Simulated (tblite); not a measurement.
## C3H8N2Si: geometry relaxation

The run: geometry relaxation of C3H8N2Si. Method and program: GFN2-xTB geometry optimisation, gas phase (tblite 0.8.0).

It belongs to a series of runs on one base structure; here: terminal N group replaced by H.

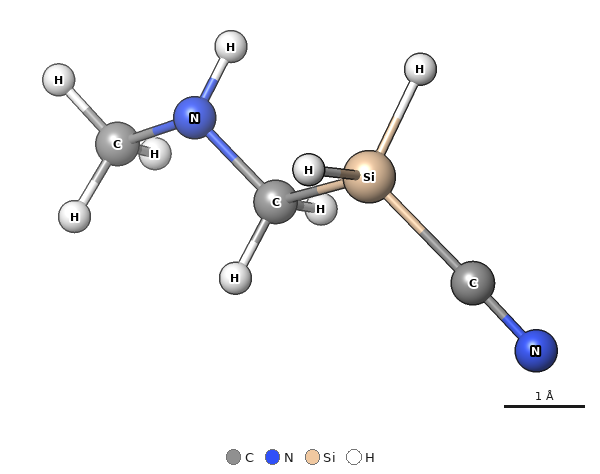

**Figure 1.** The starting structure (ball-and-stick view, seen at an oblique angle). Bond lengths as drawn: C–H 1.09 to 1.10 Å, C–N 1.16 to 1.47 Å, C–Si 1.87 Å, H–N 1.03 Å and H–Si 1.50 to 1.51 Å.

### Input file
```
{"job": {"kind": "relax", "xc": "GFN2-xTB", "basis": "xTB"}, "charge": 0, "multiplicity": 1}
C     -2.325200    -0.122500    -0.365800
N     -1.071900    -0.460800     0.262600
C      0.068000     0.196800    -0.401300
Si     1.724100    -0.354400     0.280600
C      3.122100     0.562900    -0.552500
N      3.970700     1.149100    -1.092200
H     -3.152000    -0.622500     0.151800
H     -2.347600    -0.443700    -1.404700
H     -2.516500     0.954900    -0.322400
H     -1.112300    -0.178200     1.256700
H     -0.029200     1.285500    -0.295600
H      0.043000    -0.039700    -1.473000
H      1.734400    -0.093300     1.767900
H      1.891700    -1.834600     0.110800
```

The first line tells a small driver script what to run in tblite; the rest is the geometry in Å.

Run as:
```bash
OMP_NUM_THREADS=1 python <driver script> task.json out
```

### The program's output
```
step      E/eV     max force
  0    -489.70920    2.216
  1    -489.64340    7.029
  2    -489.79673    0.451
  3    -489.80907    0.400
  4    -489.82789    0.316
  5    -489.83612    0.300
  6    -489.84685    0.215
  7    -489.85165    0.216
  8    -489.85616    0.163
  9    -489.85782    0.089
 10    -489.85838    0.047
 11    -489.85857    0.042
 12    -489.85875    0.040
 13    -489.85892    0.034
 14    -489.85908    0.030
 15    -489.85922    0.026
 16    -489.85934    0.031
 17    -489.85946    0.029
 18    -489.85956    0.026
 19    -489.85964    0.022
 20    -489.85970    0.022
 21    -489.85975    0.015
 22    -489.85978    0.014
 23    -489.85980    0.011
 24    -489.85982    0.011
 25    -489.85983    0.008
```

### Trajectory as extended XYZ (Å, eV, eV/Å), 16 of the 26 frames kept, from step=0 to step=25
```
14
Properties=species:S:1:pos:R:3:forces:R:3 step=0 energy=-489.70920
C    -2.3252   -0.1225   -0.3658   -0.4610   0.0680   0.2850
N    -1.0719   -0.4608    0.2626    0.6100  -0.0910   0.1830
C     0.0680    0.1968   -0.4013   -0.6840   0.1620   0.0510
Si    1.7241   -0.3544    0.2806    0.2590  -1.0820   1.1980
C     3.1221    0.5629   -0.5525    1.4440   1.1070  -1.0090
N     3.9707    1.1491   -1.0922   -1.5890  -1.1340   1.0490
H    -3.1520   -0.6225    0.1518    0.2150  -0.0050  -0.0110
H    -2.3476   -0.4437   -1.4047    0.1930  -0.0290  -0.0360
H    -2.5165    0.9549   -0.3224   -0.1310   0.2280  -0.1780
H    -1.1123   -0.1782    1.2567    0.1510  -0.1910  -0.6990
H    -0.0292    1.2855   -0.2956    0.0070   0.2280  -0.2540
H     0.0430   -0.0397   -1.4730   -0.2630   0.0580   0.1490
H     1.7344   -0.0933    1.7679    0.1750   0.0700  -0.6360
H     1.8917   -1.8346    0.1108    0.0730   0.6110  -0.0910
14
Properties=species:S:1:pos:R:3:forces:R:3 step=2 energy=-489.79673
C    -2.3340   -0.1209   -0.3598    0.1830   0.0490   0.0030
N    -1.0599   -0.4633    0.2648   -0.1900  -0.1260  -0.3890
C     0.0546    0.2003   -0.3995    0.2250   0.0550   0.1530
Si    1.7307   -0.3769    0.3059   -0.0640  -0.1710   0.2440
C     3.1236    0.5666   -0.5556   -0.1070  -0.0270   0.0420
N     3.9632    1.1430   -1.0865   -0.2860  -0.2080   0.1930
H    -3.1477   -0.6231    0.1522   -0.0230  -0.1160   0.1430
H    -2.3431   -0.4442   -1.4049    0.1380   0.0260   0.1470
H    -2.5196    0.9601   -0.3266   -0.0930   0.0990  -0.1110
H    -1.1085   -0.1824    1.2417    0.1600  -0.0460  -0.0870
H    -0.0291    1.2912   -0.3017   -0.0100   0.2070  -0.1950
H     0.0366   -0.0383   -1.4694   -0.2340   0.0290   0.1180
H     1.7387   -0.0914    1.7538    0.1800   0.1100  -0.1540
H     1.8936   -1.8212    0.1085    0.1210   0.1210  -0.1080
14
Properties=species:S:1:pos:R:3:forces:R:3 step=3 energy=-489.80907
C    -2.3319   -0.1201   -0.3593    0.0020   0.0520   0.0040
N    -1.0619   -0.4653    0.2593   -0.0250  -0.0430  -0.1300
C     0.0570    0.2014   -0.3972    0.1330   0.0550   0.0670
Si    1.7303   -0.3808    0.3111   -0.0760  -0.0650   0.1060
C     3.1202    0.5650   -0.5539   -0.1010  -0.0340   0.0490
N     3.9604    1.1409   -1.0845   -0.2880  -0.2040   0.1890
H    -3.1477   -0.6248    0.1543    0.0540  -0.0590   0.0900
H    -2.3407   -0.4439   -1.4027    0.1160   0.0150   0.0890
H    -2.5212    0.9619   -0.3284   -0.0770   0.0640  -0.0950
H    -1.1059   -0.1833    1.2395    0.1390  -0.1020  -0.1790
H    -0.0292    1.2945   -0.3049    0.0000   0.1390  -0.1620
H     0.0328   -0.0378   -1.4675   -0.1770   0.0350   0.1180
H     1.7416   -0.0897    1.7506    0.1760   0.1200  -0.0350
H     1.8955   -1.8185    0.1068    0.1250   0.0270  -0.1090
14
Properties=species:S:1:pos:R:3:forces:R:3 step=5 energy=-489.83612
C    -2.3317   -0.1150   -0.3572   -0.0910   0.0160  -0.0110
N    -1.0618   -0.4694    0.2441    0.1580   0.1530   0.1410
C     0.0645    0.2079   -0.3907   -0.1500   0.0800  -0.1320
Si    1.7250   -0.3918    0.3259   -0.1280   0.1030  -0.1590
C     3.1005    0.5554   -0.5433   -0.1240  -0.0770   0.0870
N     3.9420    1.1275   -1.0719   -0.1130  -0.0720   0.0690
H    -3.1421   -0.6305    0.1629    0.1260   0.0480  -0.0020
H    -2.3292   -0.4428   -1.3951    0.0010  -0.0170  -0.0730
H    -2.5291    0.9689   -0.3381   -0.0280  -0.0330  -0.0150
H    -1.0923   -0.1932    1.2232    0.0510  -0.1330   0.0120
H    -0.0290    1.3082   -0.3212    0.0290  -0.0430  -0.0280
H     0.0153   -0.0345   -1.4566    0.0250   0.0160  -0.0330
H     1.7593   -0.0777    1.7453    0.1410   0.1230   0.2350
H     1.9078   -1.8135    0.0958    0.1030  -0.1640  -0.0910
14
Properties=species:S:1:pos:R:3:forces:R:3 step=7 energy=-489.85165
C    -2.3324   -0.1108   -0.3571    0.0590  -0.0270  -0.0340
N    -1.0561   -0.4628    0.2373   -0.0410   0.1110   0.0850
C     0.0618    0.2178   -0.3940   -0.0750   0.0190  -0.1070
Si    1.7113   -0.3950    0.3289   -0.1070  -0.0850   0.1020
C     3.0789    0.5441   -0.5306   -0.0350  -0.0130   0.0150
N     3.9214    1.1131   -1.0583    0.0280   0.0250  -0.0160
H    -3.1311   -0.6322    0.1700    0.0460   0.0350  -0.0080
H    -2.3214   -0.4431   -1.3941   -0.0600  -0.0160  -0.0640
H    -2.5367    0.9717   -0.3458   -0.0060  -0.0420   0.0240
H    -1.0790   -0.2080    1.2176    0.0050  -0.0640   0.1810
H    -0.0271    1.3165   -0.3347    0.0120   0.0290   0.0250
H     0.0046   -0.0314   -1.4535    0.0880  -0.0020  -0.1970
H     1.7817   -0.0611    1.7552    0.0670   0.0280   0.0160
H     1.9234   -1.8193    0.0820    0.0190   0.0030  -0.0230
14
Properties=species:S:1:pos:R:3:forces:R:3 step=8 energy=-489.85616
C    -2.3311   -0.1104   -0.3581    0.0570  -0.0140  -0.0210
N    -1.0550   -0.4567    0.2384   -0.0780   0.0330   0.0140
C     0.0582    0.2215   -0.3988    0.0310  -0.0180  -0.0390
Si    1.7032   -0.3975    0.3315   -0.0320  -0.0910   0.1310
C     3.0720    0.5406   -0.5266   -0.0080   0.0050  -0.0050
N     3.9151    1.1090   -1.0542    0.0160   0.0170  -0.0080
H    -3.1260   -0.6313    0.1717   -0.0090   0.0020   0.0020
H    -2.3211   -0.4438   -1.3962   -0.0460  -0.0110  -0.0140
H    -2.5391    0.9709   -0.3472   -0.0060  -0.0200   0.0150
H    -1.0749   -0.2147    1.2222   -0.0050  -0.0220   0.1320
H    -0.0261    1.3194   -0.3377    0.0040   0.0570   0.0060
H     0.0046   -0.0305   -1.4590    0.0640   0.0090  -0.1470
H     1.7907   -0.0550    1.7601    0.0300  -0.0100  -0.0700
H     1.9288   -1.8220    0.0770   -0.0170   0.0630   0.0060
14
Properties=species:S:1:pos:R:3:forces:R:3 step=10 energy=-489.85838
C    -2.3297   -0.1107   -0.3592   -0.0090   0.0010   0.0090
N    -1.0562   -0.4525    0.2405    0.0000  -0.0080  -0.0140
C     0.0575    0.2224   -0.4028    0.0400  -0.0080   0.0030
Si    1.6990   -0.4009    0.3363    0.0220   0.0000   0.0140
C     3.0688    0.5394   -0.5251   -0.0100  -0.0020   0.0020
N     3.9126    1.1076   -1.0525   -0.0230  -0.0070   0.0130
H    -3.1240   -0.6306    0.1721   -0.0270  -0.0120   0.0010
H    -2.3230   -0.4446   -1.3978   -0.0190  -0.0070   0.0180
H    -2.5404    0.9697   -0.3472   -0.0100   0.0040  -0.0010
H    -1.0736   -0.2186    1.2287   -0.0070  -0.0020   0.0040
H    -0.0252    1.3221   -0.3387    0.0130   0.0030  -0.0190
H     0.0077   -0.0295   -1.4667    0.0370   0.0240  -0.0150
H     1.7957   -0.0528    1.7603    0.0140  -0.0110  -0.0280
H     1.9303   -1.8214    0.0752   -0.0230   0.0250   0.0130
14
Properties=species:S:1:pos:R:3:forces:R:3 step=12 energy=-489.85875
C    -2.3302   -0.1108   -0.3587   -0.0150  -0.0020   0.0110
N    -1.0562   -0.4523    0.2402    0.0190   0.0030  -0.0040
C     0.0594    0.2221   -0.4032   -0.0090   0.0070  -0.0020
Si    1.6997   -0.4015    0.3378   -0.0010   0.0190  -0.0250
C     3.0677    0.5390   -0.5247   -0.0060  -0.0040   0.0050
N     3.9114    1.1074   -1.0518   -0.0090   0.0030   0.0030
H    -3.1253   -0.6312    0.1722   -0.0070  -0.0010   0.0000
H    -2.3245   -0.4452   -1.3970   -0.0140  -0.0060   0.0100
H    -2.5411    0.9697   -0.3472   -0.0090  -0.0010   0.0010
H    -1.0739   -0.2193    1.2295    0.0000  -0.0050  -0.0300
H    -0.0243    1.3225   -0.3400    0.0190  -0.0160  -0.0120
H     0.0104   -0.0280   -1.4685    0.0330   0.0160   0.0160
H     1.7972   -0.0533    1.7587    0.0160   0.0000   0.0210
H     1.9290   -1.8199    0.0758   -0.0150  -0.0150   0.0070
14
Properties=species:S:1:pos:R:3:forces:R:3 step=13 energy=-489.85892
C    -2.3307   -0.1108   -0.3582   -0.0100  -0.0030   0.0050
N    -1.0558   -0.4521    0.2397    0.0100   0.0050  -0.0060
C     0.0604    0.2222   -0.4035   -0.0260   0.0100  -0.0020
Si    1.6999   -0.4013    0.3380   -0.0150   0.0110  -0.0190
C     3.0667    0.5386   -0.5242    0.0010   0.0000   0.0010
N     3.9102    1.1072   -1.0512    0.0040   0.0120  -0.0060
H    -3.1262   -0.6316    0.1723    0.0040   0.0040   0.0040
H    -2.3257   -0.4457   -1.3962   -0.0130  -0.0050   0.0040
H    -2.5419    0.9698   -0.3473   -0.0080  -0.0050   0.0040
H    -1.0740   -0.2198    1.2292    0.0070  -0.0030  -0.0330
H    -0.0232    1.3225   -0.3411    0.0180  -0.0090  -0.0050
H     0.0128   -0.0266   -1.4692    0.0270   0.0060   0.0170
H     1.7986   -0.0534    1.7584    0.0150   0.0020   0.0310
H     1.9280   -1.8194    0.0762   -0.0120  -0.0250   0.0050
14
Properties=species:S:1:pos:R:3:forces:R:3 step=15 energy=-489.85922
C    -2.3319   -0.1110   -0.3572   -0.0010  -0.0020  -0.0110
N    -1.0552   -0.4515    0.2381   -0.0160  -0.0020  -0.0180
C     0.0610    0.2228   -0.4041   -0.0130   0.0070   0.0020
Si    1.6993   -0.4008    0.3381   -0.0130  -0.0130   0.0170
C     3.0654    0.5381   -0.5235    0.0110   0.0070  -0.0070
N     3.9083    1.1074   -1.0504    0.0140   0.0180  -0.0120
H    -3.1275   -0.6320    0.1730    0.0140   0.0050   0.0150
H    -2.3285   -0.4468   -1.3947   -0.0090  -0.0030  -0.0080
H    -2.5437    0.9694   -0.3471   -0.0060  -0.0070   0.0070
H    -1.0735   -0.2210    1.2275    0.0140   0.0020  -0.0150
H    -0.0204    1.3224   -0.3433    0.0040   0.0190   0.0090
H     0.0185   -0.0241   -1.4699    0.0060  -0.0130   0.0020
H     1.8021   -0.0535    1.7594    0.0080   0.0000   0.0150
H     1.9255   -1.8198    0.0772   -0.0120  -0.0180   0.0050
14
Properties=species:S:1:pos:R:3:forces:R:3 step=17 energy=-489.85946
C    -2.3332   -0.1114   -0.3572    0.0000   0.0010  -0.0150
N    -1.0555   -0.4512    0.2356   -0.0070  -0.0020  -0.0150
C     0.0607    0.2238   -0.4046    0.0220   0.0030   0.0000
Si    1.6982   -0.4011    0.3391    0.0160  -0.0110   0.0220
C     3.0653    0.5384   -0.5236    0.0050   0.0020  -0.0040
N     3.9076    1.1089   -1.0506   -0.0030   0.0050  -0.0010
H    -3.1276   -0.6320    0.1746    0.0100  -0.0020   0.0200
H    -2.3317   -0.4481   -1.3942   -0.0100   0.0000  -0.0170
H    -2.5457    0.9687   -0.3464   -0.0060   0.0010   0.0020
H    -1.0723   -0.2218    1.2249    0.0070   0.0010   0.0040
H    -0.0178    1.3235   -0.3444   -0.0110   0.0200   0.0130
H     0.0236   -0.0230   -1.4702   -0.0120  -0.0150  -0.0100
H     1.8054   -0.0538    1.7613    0.0020  -0.0050  -0.0060
H     1.9222   -1.8215    0.0787   -0.0130   0.0010   0.0080
14
Properties=species:S:1:pos:R:3:forces:R:3 step=18 energy=-489.85956
C    -2.3339   -0.1115   -0.3576    0.0000   0.0010  -0.0100
N    -1.0558   -0.4512    0.2343    0.0070   0.0030  -0.0070
C     0.0610    0.2244   -0.4047    0.0260   0.0020  -0.0040
Si    1.6982   -0.4015    0.3400    0.0240  -0.0010   0.0090
C     3.0655    0.5385   -0.5238    0.0000  -0.0030   0.0010
N     3.9074    1.1098   -1.0508   -0.0120  -0.0010   0.0040
H    -3.1273   -0.6320    0.1758    0.0090  -0.0040   0.0150
H    -2.3333   -0.4486   -1.3945   -0.0110   0.0020  -0.0160
H    -2.5467    0.9684   -0.3460   -0.0060   0.0040  -0.0030
H    -1.0716   -0.2220    1.2236    0.0000  -0.0010   0.0050
H    -0.0170    1.3245   -0.3444   -0.0130   0.0070   0.0120
H     0.0254   -0.0230   -1.4705   -0.0140  -0.0090  -0.0070
H     1.8067   -0.0541    1.7621    0.0000  -0.0040  -0.0070
H     1.9205   -1.8223    0.0795   -0.0120   0.0050   0.0080
14
Properties=species:S:1:pos:R:3:forces:R:3 step=20 energy=-489.85970
C    -2.3347   -0.1116   -0.3586    0.0070   0.0000   0.0030
N    -1.0556   -0.4508    0.2321    0.0200   0.0090   0.0050
C     0.0625    0.2253   -0.4052    0.0070   0.0010  -0.0050
Si    1.6993   -0.4020    0.3416    0.0080   0.0100  -0.0130
C     3.0656    0.5385   -0.5238   -0.0030  -0.0080   0.0060
N     3.9066    1.1110   -1.0510   -0.0110  -0.0020   0.0030
H    -3.1263   -0.6322    0.1782    0.0130  -0.0020   0.0010
H    -2.3361   -0.4491   -1.3956   -0.0100   0.0060  -0.0020
H    -2.5483    0.9682   -0.3458   -0.0020   0.0010  -0.0090
H    -1.0706   -0.2225    1.2219   -0.0070  -0.0050  -0.0030
H    -0.0165    1.3259   -0.3438   -0.0070  -0.0150   0.0040
H     0.0273   -0.0233   -1.4710   -0.0070   0.0050   0.0020
H     1.8087   -0.0546    1.7630    0.0000  -0.0020   0.0020
H     1.9174   -1.8232    0.0811   -0.0070   0.0020   0.0070
14
Properties=species:S:1:pos:R:3:forces:R:3 step=22 energy=-489.85978
C    -2.3345   -0.1116   -0.3590    0.0090   0.0010   0.0040
N    -1.0545   -0.4502    0.2310    0.0030  -0.0020   0.0020
C     0.0639    0.2258   -0.4057   -0.0090  -0.0020   0.0000
Si    1.7001   -0.4019    0.3419   -0.0120   0.0020  -0.0040
C     3.0655    0.5380   -0.5234    0.0030  -0.0040   0.0030
N     3.9054    1.1116   -1.0509   -0.0010   0.0040  -0.0040
H    -3.1248   -0.6325    0.1797    0.0140  -0.0010  -0.0030
H    -2.3383   -0.4490   -1.3963   -0.0030   0.0050   0.0080
H    -2.5494    0.9681   -0.3462    0.0030  -0.0020  -0.0070
H    -1.0704   -0.2231    1.2210   -0.0020  -0.0020  -0.0030
H    -0.0167    1.3260   -0.3434    0.0010  -0.0070  -0.0020
H     0.0278   -0.0232   -1.4714   -0.0010   0.0090   0.0010
H     1.8099   -0.0550    1.7634    0.0000   0.0000   0.0010
H     1.9153   -1.8235    0.0825   -0.0040  -0.0010   0.0060
14
Properties=species:S:1:pos:R:3:forces:R:3 step=23 energy=-489.85980
C    -2.3343   -0.1116   -0.3590    0.0060   0.0010   0.0020
N    -1.0541   -0.4500    0.2307   -0.0050  -0.0070  -0.0010
C     0.0641    0.2259   -0.4059   -0.0080  -0.0020   0.0010
Si    1.7001   -0.4018    0.3418   -0.0110  -0.0020   0.0020
C     3.0655    0.5378   -0.5233    0.0050  -0.0010   0.0000
N     3.9050    1.1118   -1.0509    0.0010   0.0040  -0.0040
H    -3.1241   -0.6326    0.1800    0.0100  -0.0020  -0.0010
H    -2.3390   -0.4489   -1.3963    0.0010   0.0030   0.0060
H    -2.5496    0.9680   -0.3465    0.0050  -0.0010  -0.0040
H    -1.0704   -0.2233    1.2207    0.0000  -0.0010   0.0000
H    -0.0167    1.3258   -0.3433    0.0020   0.0010  -0.0030
H     0.0280   -0.0229   -1.4715   -0.0010   0.0080  -0.0020
H     1.8102   -0.0551    1.7636   -0.0010   0.0000  -0.0020
H     1.9146   -1.8236    0.0830   -0.0040  -0.0010   0.0050
14
Properties=species:S:1:pos:R:3:forces:R:3 step=25 energy=-489.85983
C    -2.3338   -0.1115   -0.3589   -0.0020   0.0000  -0.0010
N    -1.0538   -0.4502    0.2303   -0.0050  -0.0060  -0.0020
C     0.0640    0.2259   -0.4061    0.0000   0.0000   0.0000
Si    1.6996   -0.4017    0.3418    0.0000  -0.0020   0.0030
C     3.0658    0.5374   -0.5231    0.0020   0.0000  -0.0010
N     3.9045    1.1123   -1.0512   -0.0010   0.0010  -0.0010
H    -3.1227   -0.6329    0.1804    0.0000  -0.0030   0.0030
H    -2.3399   -0.4486   -1.3960    0.0050  -0.0020  -0.0010
H    -2.5496    0.9679   -0.3470    0.0060   0.0030   0.0010
H    -1.0704   -0.2236    1.2203    0.0030  -0.0010   0.0030
H    -0.0166    1.3257   -0.3433    0.0010   0.0070  -0.0010
H     0.0281   -0.0222   -1.4718   -0.0020   0.0050  -0.0050
H     1.8105   -0.0553    1.7637   -0.0030   0.0010  -0.0030
H     1.9135   -1.8238    0.0839   -0.0030  -0.0010   0.0040
```

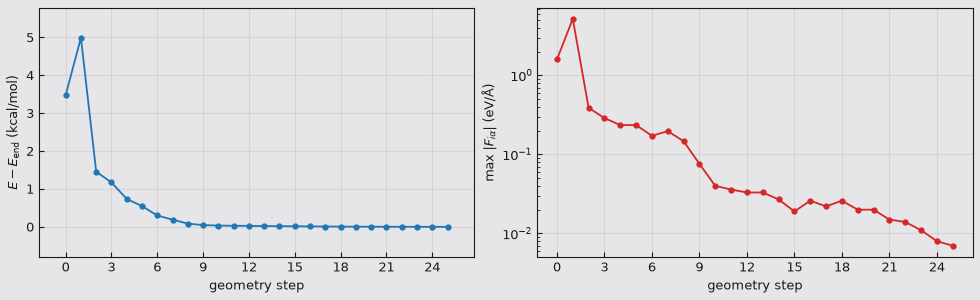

**Figure 2.** Progress of the relaxation, step by step (steps are counted from 0).

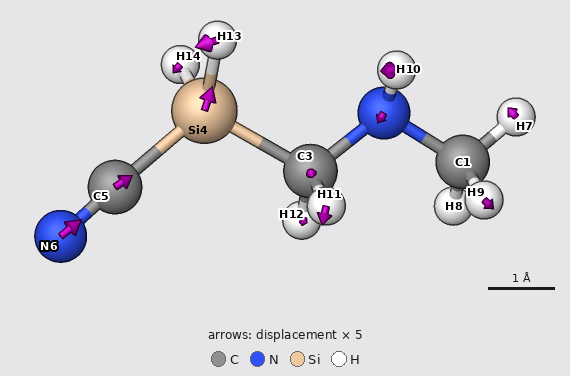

**Figure 3.** The starting structure with the displacements as pink arrows, magnified 5 times (ball-and-stick view, seen at a tilt). The two geometries are laid on each other by the best rigid fit. The atom that moves furthest after the best rigid fit is N6 (0.086 Å). By element the largest moves are N 0.086 Å, H 0.085 Å, Si 0.081 Å, C 0.069 Å. Among the contacts that change: Si4–H13 1.510 → 1.468 Å, Si4–H14 1.499 → 1.461 Å, C3–Si4 1.874 → 1.905 Å, N2–C3 1.474 → 1.453 Å. Among the angles that change: H13–Si4–H14 106.3° → 112.9°, C5–Si4–H13 110.4° → 105.9°, C3–Si4–C5 110.8° → 106.3°. After 25 geometry steps the energy has fallen by 3.47 kcal/mol. Largest force component: 1.6 eV/Å at the start, 0.007 eV/Å at the end. (Atoms are counted from 1 in the order of the input.)

### Summary

- outcome: converged
- total energy: −489.8598 eV
- hardware: 1 CPU thread, shared host
- peak memory: 0.18 GiB
